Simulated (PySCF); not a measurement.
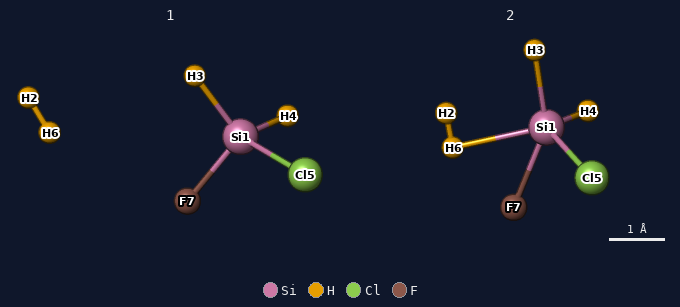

Two geometries of SiH4ClF (started from a transition state, displaced along its imaginary mode), drawn at one scale. One is the start of a relaxation, the other its converged end. The picture is a ball-and-stick view, seen from a free direction.

The calculation used RKS PBE0-D4/def2-TZVP, density fitting in PySCF. 

Q: Which one is relaxed?

A: Structure 1 is the relaxed one. The energy falls by 204.5 kJ/mol in 30 geometry steps. H2 moves most after the best rigid fit: 1.50 Å. Largest moves by element: H 1.50 Å, Cl 0.97 Å, Si 0.66 Å, F 0.40 Å. Some distances before and after: Si1–H2 1.853 → 4.001 Å, Si1–H6 1.794 → 3.585 Å, Si1–F7 1.687 → 1.590 Å, Si1–H3 1.555 → 1.475 Å. Bond angles that change, for instance: H3–Si1–F7 151.4° → 108.3°, Cl5–Si1–F7 92.6° → 108.7°, H4–Si1–F7 93.4° → 108.2°. The run took 6.2 min on 4 threads of Intel Xeon @ 2.50GHz, on a shared host.
